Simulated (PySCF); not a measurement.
Si(Cl)2(GeH3)2, SMILES Cl[Si](Cl)([GeH3])[GeH3] (H6Cl2Ge2Si) at its PBE0/def2-SVP optimised geometry (Å):

```
11

Cl    -2.2109     1.4092    -0.0551
Si    -0.1312     1.4874     0.0000
Cl     0.5350     2.3940    -1.7518
Ge     0.4877     2.8979     1.8191
Ge     0.6718    -0.7568     0.0000
H     -0.1377     4.2864     1.6099
H      2.0205     3.0244     1.8780
H     -0.0226     2.2944     3.1398
H      0.1551    -1.4727    -1.2583
H      2.2109    -0.7568     0.0000
H      0.1645    -1.4874     1.2561
```

Method: PBE0/def2-TZVP (PySCF). Cells within 0.4 Å of a nucleus heavier than hydrogen are left out (blank, or x).

Map of the deformation density (molecule minus spherical neutral atoms) (e/bohr³) on the plane z = 0.0 Å:

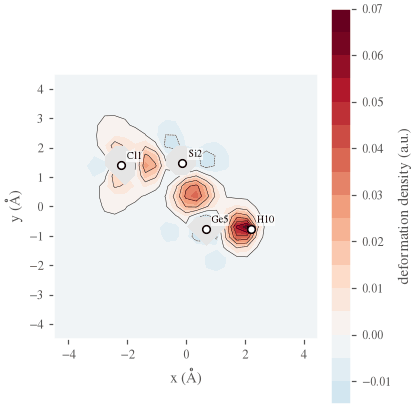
Figure: Deformation density (molecule minus spherical neutral atoms) (e/bohr³) on the plane z = 0.0 Å.
